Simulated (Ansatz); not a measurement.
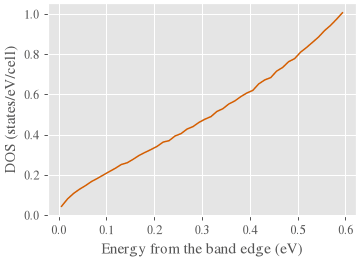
Fig. 1. Density of states of Li3InCl6 (Fm-3m) above the conduction band minimum, PBEsol, rigid bands run with Ansatz (an electronic-structure program); cell volume 239.8 Å³.

Q: What effective density of states at 300 K does this give (∫ g(E) exp(−E/k_BT) dE, both spins, divided by the cell's size)?

A: 9.3e18 cm⁻³, a density-of-states mass of 0.52 mₑ, valleys and band degeneracy included.

Spin-orbit coupling is left out. Geometry: cell and atoms relaxed with PBEsol.

Computed structure with no diffraction record at hand here (it may be known, metastable or hypothetical): Li3InCl6 (Fm-3m).
